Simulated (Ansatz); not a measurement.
Band structure of MoW (Cmmm, 2 atoms in the cell).

```yaml
crystal:
  lattice:
    - [1.56191, -2.20972, 0.00000]
    - [1.56191, 2.20972, 0.00000]
    - [0.00000, 0.00000, 4.43724]
  atoms:
    - { symbol: Mo, position: [0.00000, 0.00000, 0.00000] }
    - { symbol: W, position: [0.50000, 0.50000, 0.50000] }
```

Method of the run: LDA (PW92), PAW files made with PBE (plane waves; Ansatz, a program for electronic structure).

Settings: kpoints.mp_grid.grid = 10 10 6; hamiltonian.xc = lda; hamiltonian.pseudopotentials = {kind: paw} (an earlier, softer set of the program's PAW files); scf.occupations.method = fermi_dirac; scf.occupations.width = 0.01 Ry; kpoints.band_path.npoints = 8.

The starting cell comes from a database of computed structures (which also holds hypothetical and non-ambient phases and stackings), without a prior relaxation at this level. Its lattice was rescaled by a random factor within 2.5 % of one. Spin-orbit coupling is off. Spin polarisation is off.

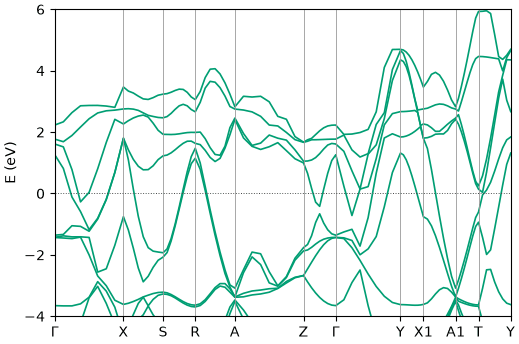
Figure. Bands along the path, energies from the Fermi level.

Levels in eV from the Fermi level, bands 11 to 17:
| point | 11 | 12 | 13 | 14 | 15 | 16 | 17 |
|---|---|---|---|---|---|---|---|
| Γ | -3.65 | -1.44 | -1.43 | -1.36 | 1.26 | 1.61 | 1.77 |
| X | -4.61 | -3.62 | -0.76 | 1.80 | 1.80 | 2.26 | 2.75 |
| S | -3.28 | -3.22 | -2.07 | -1.93 | 1.23 | 1.93 | 2.46 |
| R | -3.70 | -3.64 | 1.15 | 1.47 | 1.63 | 1.99 | 2.66 |
| A | -3.38 | -3.37 | -3.37 | -3.09 | 2.41 | 2.46 | 2.75 |
| Z | -2.68 | -2.67 | -1.87 | -1.77 | 0.99 | 1.05 | 1.66 |
| Y | -5.82 | -3.62 | 1.32 | 1.84 | 2.67 | 4.35 | 4.66 |
| X1 | -4.61 | -3.62 | -0.76 | 1.80 | 1.80 | 2.26 | 2.75 |
| A1 | -3.38 | -3.37 | -3.37 | -3.09 | 2.41 | 2.46 | 2.75 |
| T | -3.68 | -3.63 | -0.94 | -0.61 | 0.14 | 0.25 | 4.46 |

Bands cross the Fermi level along this path, so the cell is metallic at this level.

Keys are those of Ansatz 0.2.
